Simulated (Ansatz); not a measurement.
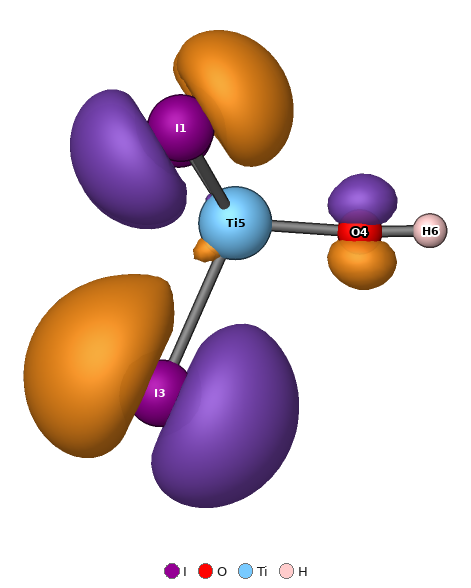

The picture shows: HI3OTi. The HOMO−1 at ±0.1 Å⁻³ᐟ² (orange and purple are the two phases), seen across its widest extent.

Geometry: PBE0-D4/def2-SVP; core potentials replace the inner electrons of I.

Level of theory: Ansatz 0.2.0, isolated molecule in a Gaussian basis; Kohn-Sham density functional theory, functional PBE0.

Input

```
crystal:
  periodic: [false, false, false]
  atoms:
    - {symbol: I, position_ang: [2.238749, -1.447305, -0.149799]}
    - {symbol: I, position_ang: [-1.610099, -1.261530, -1.704268]}
    - {symbol: I, position_ang: [0.662510, 2.208624, -1.363727]}
    - {symbol: O, position_ang: [-0.504013, 0.209544, 1.285210]}
    - {symbol: Ti, position_ang: [0.119983, -0.038157, -0.288641]}
    - {symbol: H, position_ang: [-0.865031, 0.264724, 2.175026]}
basis:
  gaussian: {orbitals: def2-SVPD}
hamiltonian: {xc: pbe0}
output: {forces: true, orbitals: {seedname: orbitals}}
```

Command:

```sh
ansatz run input.yaml --threads 2 --pin off --max-ram 6090MiB --events-out events.jsonl --progress --plain --runs-dir runs
```

Q: What is the character of this orbital?

A: By Hirshfeld shares it lies mainly on I3 (about 55 %), I1 (about 20 %) and I2 (about 20 %). Its energy is −7.77 eV.
